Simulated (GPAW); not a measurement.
**A GW chain in GPAW: CdTe (F-43m)**

Aim: the G0W0 gap of CdTe (F-43m) on LDA, step by step.

Method: LDA and many-body steps on it, plane waves, in GPAW 26.7.0.

**Experimental background.**

- Gap 1.32 ± 0.02 eV: direct optical gap from Tauc analysis, 2.5 h deposition; UV-vis diffuse reflectance; film (electrodeposited 2.5 h on FTO, nearly stoichiometric) (“Electrodeposition of CdTe Thin Films for Solar Energy Water Splitting”, 2020, pmc:7177234).

- Gap 1.592 eV: near-band-edge L1 bound-exciton energy extrapolated to 0 K (Varshni), slightly below the true gap; temperature-dependent photoluminescence; 0 K; bulk crystal (vertical Bridgman single crystal) (“Photoluminescence characteristics of Cd1-xMnxTe single crystals grown by the vertical Bridgman method”, 2012, pmc:3275455).

- Gap 1.48 ± 0.02 eV: direct optical gap from Tauc analysis, 1.5 h deposition; UV-vis diffuse reflectance; film (electrodeposited 1.5 h on FTO, Te-rich) (“Electrodeposition of CdTe Thin Films for Solar Energy Water Splitting”, 2020, pmc:7177234).

Report form: the programs' logs are mostly left out.

### Step 1. Starting point

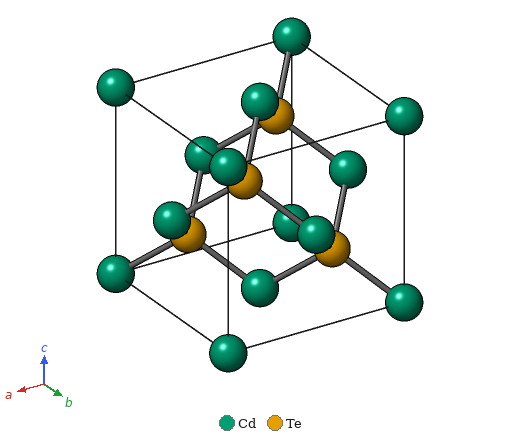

The cell as given, from a free direction (cadmium teal, tellurium orange). This picture shows the conventional cell, with its axes. Bonds to atoms that aren't drawn are left out. Some periodic images of atoms are drawn too.

The cell and positions come from the Crystallography Open Database and are kept as given unless a step says otherwise. Spin-orbit coupling is left out unless a step names it.

### Step 2. Ground state

This step: GPAW 26.7.0; DFT, LDA, plane waves, PAW.

The ground-state density comes first.

File run.py:

```python
import json
import numpy as np
from gpaw.mpi import world
from ase import Atoms
from gpaw import GPAW, PW, FermiDirac

atoms = Atoms(['Cd', 'Te'],
    cell=[[0.0000000000, 3.2400000000, 3.2400000000],
      [3.2400000000, 0.0000000000, 3.2400000000],
      [3.2400000000, 3.2400000000, 0.0000000000]],
    scaled_positions=[[0.0000000000, 0.0000000000, 0.0000000000],
      [0.2500000000, 0.2500000000, 0.2500000000]],
    pbc=(True, True, True))
calc = GPAW(mode=PW(450),
    xc='LDA',
    kpts={'size': (6, 6, 6), 'gamma': True},
    occupations=FermiDirac(0.001),
    nbands=-7,
    convergence={'density': 1e-6, 'bands': -3},
    maxiter=100,
    txt='gs.txt')
atoms.calc = calc
res = {'energy': atoms.get_potential_energy()}
kpts = calc.get_ibz_k_points()
res['kpts'] = kpts
res['eigenvalues'] = [calc.get_eigenvalues(kpt=k) for k in range(len(kpts))]
res['n_electrons'] = calc.get_number_of_electrons()
calc.write('gs.gpw')

if world.rank == 0:
    with open('result.json', 'w') as f:
        json.dump(res, f, default=lambda x: x.tolist())
```

The run is started by

```
> mpirun -n 8 gpaw python run.py
```

Run time: 5.4 s. Hardware: 8 MPI ranks of Arm Neoverse N1, shared host; peak memory 1.2 GiB; 42 s of CPU time.

This step gave:

```
total energy               : -6.282 eV
gap                        : 0.5106 eV
k of the valence top       : 0, 0, 0
k of the conduction bottom : 0, 0, 0
least direct gap           : 0.5106 eV
```

The gap is direct, at Γ.

### Step 3. Bands along the symmetry lines

Levels along a band path, at the cheap level, show where the edges lie and whether the meshes to come will hold them.

File run.py:

```python
import json
import numpy as np
from gpaw.mpi import world
from gpaw import GPAW

path = [[0.000000, 0.000000, 0.000000],
    [-0.062500, -0.062500, 0.000000],
    [-0.125000, -0.125000, 0.000000],
    [-0.187500, -0.187500, 0.000000],
    [-0.250000, -0.250000, 0.000000],
    [-0.312500, -0.312500, 0.000000],
    [-0.375000, -0.375000, 0.000000],
    [-0.437500, -0.437500, 0.000000],
    [-0.500000, -0.500000, 0.000000],
    [-0.484375, -0.484375, 0.031250],
    [-0.468750, -0.468750, 0.062500],
    [-0.453125, -0.453125, 0.093750],
    [-0.437500, -0.437500, 0.125000],
    [-0.421875, -0.421875, 0.156250],
    [-0.406250, -0.406250, 0.187500],
    [-0.390625, -0.390625, 0.218750],
    [-0.375000, -0.375000, 0.250000],
    [-0.375000, 0.000000, 0.375000],
    [-0.328125, 0.000000, 0.328125],
    [-0.281250, 0.000000, 0.281250],
    [-0.234375, 0.000000, 0.234375],
    [-0.187500, 0.000000, 0.187500],
    [-0.140625, 0.000000, 0.140625],
    [-0.093750, 0.000000, 0.093750],
    [-0.046875, 0.000000, 0.046875],
    [0.000000, 0.000000, 0.000000],
    [0.000000, 0.000000, 0.062500],
    [0.000000, 0.000000, 0.125000],
    [0.000000, 0.000000, 0.187500],
    [0.000000, 0.000000, 0.250000],
    [0.000000, 0.000000, 0.312500],
    [0.000000, 0.000000, 0.375000],
    [0.000000, 0.000000, 0.437500],
    [0.000000, 0.000000, 0.500000],
    [-0.062500, -0.031250, 0.468750],
    [-0.125000, -0.062500, 0.437500],
    [-0.187500, -0.093750, 0.406250],
    [-0.250000, -0.125000, 0.375000],
    [-0.312500, -0.156250, 0.343750],
    [-0.375000, -0.187500, 0.312500],
    [-0.437500, -0.218750, 0.281250],
    [-0.500000, -0.250000, 0.250000],
    [-0.500000, -0.281250, 0.218750],
    [-0.500000, -0.312500, 0.187500],
    [-0.500000, -0.343750, 0.156250],
    [-0.500000, -0.375000, 0.125000],
    [-0.500000, -0.406250, 0.093750],
    [-0.500000, -0.437500, 0.062500],
    [-0.500000, -0.468750, 0.031250],
    [-0.500000, -0.500000, 0.000000]]
calc = GPAW('gs.gpw').fixed_density(kpts=path,
    symmetry='off',
    nbands=19,
    convergence={'bands': 15},
    txt='bands.txt')
res = {}
kpts = calc.get_ibz_k_points()
res['kpts'] = kpts
res['eigenvalues'] = [calc.get_eigenvalues(kpt=k) for k in range(len(kpts))]
res['n_electrons'] = calc.get_number_of_electrons()

if world.rank == 0:
    with open('result.json', 'w') as f:
        json.dump(res, f, default=lambda x: x.tolist())
```

The run is started by

```
> mpirun -n 8 gpaw python run.py
```

Wall time 8.8 s (8 MPI ranks); peak memory 1.3 GiB; 70 s of CPU time.

Numbers from this step:

```
gap                        : 0.5106 eV
k of the valence top       : 0, 0, 0
k of the conduction bottom : 0, 0, 0
least direct gap           : 0.5106 eV
```

The gap is 0.511 eV, as in the run before at this level.

Electronic bands along the path, in eV, zero at the top of the highest filled band:

```csv
point,band 6,band 7,band 8,band 9,band 10,band 11,band 12,band 13
Γ,-7.96,0.00,0.00,0.00,0.51,4.51,4.51,4.51
X,-7.49,-4.39,-1.90,-1.90,2.45,2.56,8.61,8.99
U,-7.44,-4.29,-2.60,-1.57,2.76,4.40,7.20,7.38
jump to K,-7.44,-4.29,-2.60,-1.57,2.76,4.40,7.20,7.38
Γ,-7.96,0.00,0.00,0.00,0.51,4.51,4.51,4.51
L,-7.62,-4.51,-0.79,-0.79,1.64,5.12,5.12,6.85
W,-7.40,-4.27,-2.36,-2.25,4.15,4.57,5.41,6.19
X,-7.49,-4.39,-1.90,-1.90,2.45,2.56,8.61,8.99
```

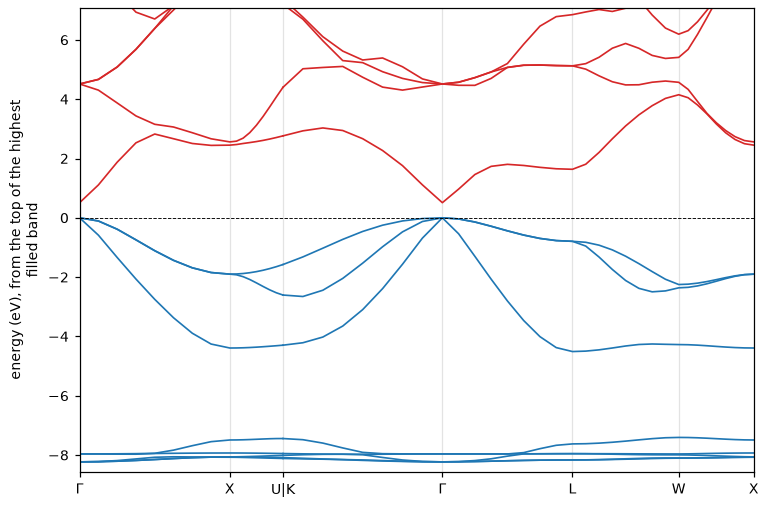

Electronic bands along the path; lines of filled and empty bands in two colours.

### Step 4. Empty states on the mesh, 4×4×4 mesh, 293 bands

The sums over transitions need many empty states on a uniform mesh; this step solves for them.

File run.py:

```python
import json
import numpy as np
from gpaw.mpi import world
from gpaw import GPAW

calc = GPAW('gs.gpw').fixed_density(kpts={'size': (4, 4, 4), 'gamma': True},
    parallel={'domain': 1, 'band': 1},
    txt='nscf.txt')
calc.diagonalize_full_hamiltonian(nbands=293)
calc.write('full.gpw', mode='all')
res = {}
kpts = calc.get_ibz_k_points()
res['kpts'] = kpts
res['eigenvalues'] = [calc.get_eigenvalues(kpt=k) for k in range(len(kpts))]
res['n_electrons'] = calc.get_number_of_electrons()

if world.rank == 0:
    with open('result.json', 'w') as f:
        json.dump(res, f, default=lambda x: x.tolist())
```

The run is started by

```
> mpirun -n 8 gpaw python run.py
```

Run time: 10 s. Hardware: 8 MPI ranks; peak memory 2.4 GiB.

This step gave:

```yaml
gap: 0.5106 eV
k_of_the_valence_top: 0, 0, 0
k_of_the_conduction_bottom: 0, 0, 0
least_direct_gap: 0.5106 eV
k_points_computed: 8
lowest_point_of_the_top_converged_band_above_the_valence_top: 137.9897 eV
```

On this mesh the gap is 0.511 eV.

### Step 5. Screening and self-energy, 4×4×4 mesh, 283 bands, screening to 150 eV

G0W0 replaces the xc potential by the self-energy, built once from these orbitals. Only a window of levels is corrected, while the sums run over the empty bands that the input names.

This step: G0W0 on LDA, plane waves, PAW.

File run.py:

```python
import json
import numpy as np
from gpaw.mpi import world
from gpaw.response.g0w0 import G0W0

gw = G0W0('full.gpw',
    filename='gw',
    kpts=[0],
    bands=(7, 11),
    ecut=150,
    nbands=283,
    integrate_gamma='WS',
    ppa=True)
gw.calculate()
res = {mode: {k: v for k, v in r.items() if k != 'sigma_eskwn'}
       for mode, r in gw.all_results.items()}

if world.rank == 0:
    with open('result.json', 'w') as f:
        json.dump(res, f, default=lambda x: x.tolist())
```

The run is started by

```
> mpirun -n 8 gpaw python run.py
```

Run time: 1.8 min. Hardware: 8 MPI ranks; peak memory 2.6 GiB.

This step gave:

| Item | Value |
| --- | --- |
| G0W0 gap on the points computed | 1.419 eV |
| least direct G0W0 gap on the computed points | 1.419 eV |
| Z at the valence top | 0.7882 |
| Z at the conduction bottom | 0.8010 |
| starting gap on the mesh | 0.5106 eV |
| k of the valence top | 0, 0, 0 |
| k of the conduction bottom | 0, 0, 0 |

The gap on the mesh goes from 0.51 eV to 1.42 eV, a correction of +0.91 eV.

Limits: finite bands, cutoff and mesh; no spin-orbit coupling; coarse k mesh. v1 is the top filled band, c1 the lowest empty one. The levels before and after the correction (eV, zero at the valence-band top of each column):

```csv
,conduction bottom,valence top
Kohn-Sham,0.51,0.00
G0W0,1.42,0.00
```

```csv
,level,energy (eV)
Kohn-Sham,Γ v2-v1,0.000
Kohn-Sham,Γ c1,0.511
Kohn-Sham,Γ c2,4.512
G0W0,Γ v2-v1,0.000
G0W0,Γ c1,1.419
G0W0,Γ c2,5.153
```

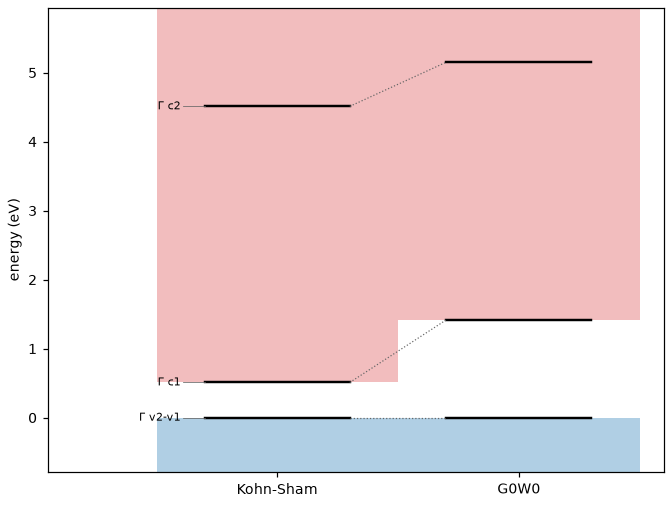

Levels before and after the correction. Shaded: valence and conduction bands.

### Step 6. Where the time went

Times are wall times on 8 MPI ranks of Arm Neoverse N1, shared host, good to a factor of about two.

```csv
step,time,share,memory (GiB)
ground state,5.4 s,4 %,1.2
bands along the symmetry lines,8.8 s,7 %,1.3
empty states on the mesh,10 s,8 %,2.4
screening and self-energy,1.8 min,82 %,2.6
```

### Step 7. What came out

```json
{
  "LDA gap": "0.51 eV, direct",
  "G0W0 gap on the mesh": "1.42 eV",
  "GW settings": "4×4×4 mesh, 283 bands, screening to 150 eV, Godby-Needs plasmon pole",
  "known limits": "not at the basis limit; no spin-orbit coupling; coarse k mesh"
}
```

**Reading.** G0W0 moves the gap on the mesh from 0.51 eV to 1.42 eV (+0.91 eV), with Z of 0.79 and 0.80 at the edges. Only 1 of the mesh's irreducible points was corrected, so a valley elsewhere could overtake. The dearest step here is «screening and self-energy». Against experiment, by G0W0@LDA: the direct gap of 1.42 eV lies +0.10 eV from the measured 1.32 ± 0.02 eV (direct, 2020); the direct gap of 1.42 eV lies −0.17 eV from the measured 1.592 eV (exciton, 0 K, 2012); the direct gap of 1.42 eV lies −0.06 eV from the measured 1.48 ± 0.02 eV (direct, 2020). An exciton line or allowed optical edge lies below the quasiparticle gap by the binding energy; a forbidden edge can push the onset above it. The calculation has static nuclei and no excitons; a measured gap holds zero-point and thermal motion, which mostly lowers it. With atoms this heavy the missing spin-orbit coupling can matter too. Bands and cutoff are finite, so the gap is not at the basis limit. The miss can reach some tenths of an eV and take either sign; the mesh is an error of its own. These stock PAW sets were not made for GW; the filled d or f shell of Te lies in the frozen core, which bears on start and correction. In the G0W0 run levels were corrected at 1 k point alone, so a gap called «on the mesh» is the least over those, and an edge elsewhere would be missed. The 4×4×4 mesh is coarse for this cell, which bears on the long-range parts of exchange and screening.

[Paths, hosts, dates, memory and timing lines, banners, echoed tables and standing remarks are left out of the program output.]

[Logs are printed without paths, hosts, clocks, repeated set-up lines and the standing remarks that a program may print on its own settings, such as how far it seeks lower states.]

[Runs of the session that timed out or met a known fault of the program may be left out.]

[Hosts, paths, dates, database ids (printed as entryN), source tags and the programs' standing remarks are cut or masked in the printed files.]
